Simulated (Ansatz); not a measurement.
A hypothetical phase is included: elements placed on a structure type, which no database files for this compound.

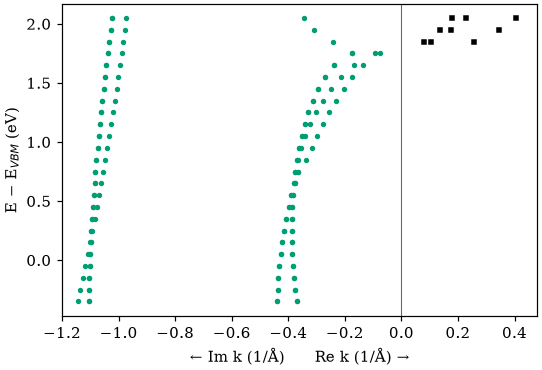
Complex bands at the centre of the two-dimensional zone; r2SCAN (Ansatz, a quantum-chemistry and plane-wave program)

The gap is the functional's own, uncorrected, and κ follows it; spin-orbit coupling is left out. Mid-gap means the computed energy nearest the middle.

**Question.** This is B (I4_132, 4 atoms a cell, 12.4 Å³ an atom) along the normal of (110). Read off the slowest decay at the centre of the two-dimensional zone at 0.85 eV, the computed energy nearest the middle of the gap.

**Answer.** κ ≈ 0.34 1/Å, a decay length 1/(2κ) of the density of 1.5 Å.
